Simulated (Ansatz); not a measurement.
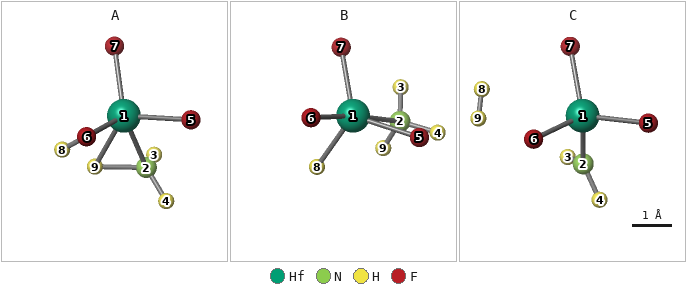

3 geometries from a converged minimum-energy path of HfNH₄F₃, made up at the start of HfNH$_{2}$F$_{3}$ and H$_{2}$, shuffled. Style: ball-and-stick. Shown from a free direction.

Theory: Ansatz 0.2.0, RKS PBE-D4/def2-SVP. Set-up: 5 movable images; climbing image; force threshold 0.03 eV/Å; iteration limit 60; starting path through a guess of the saddle point.

Which frame is the transition state?

A. In order along the path, whose images run from 0 to 6: C (image 1, +0.3 kcal/mol), A (image 4, +19.2 kcal/mol), B (image 6, −3.6 kcal/mol). Breaking: H8–H9 (0.77 → 1.05 at the top → 2.57 Å). Forming: Hf1–H8 (2.96 → 2.11 at the top → 1.87 Å), N2–H9 (3.09 → 1.35 at the top → 1.03 Å).

Limits of the set-up: the start holds two separate molecules, 2.6 Å apart at their closest, whose relative position is a soft coordinate.

Cost: 6.5 min on 2 threads of Arm Neoverse V1 (shared host), peak memory 0.21 GiB.
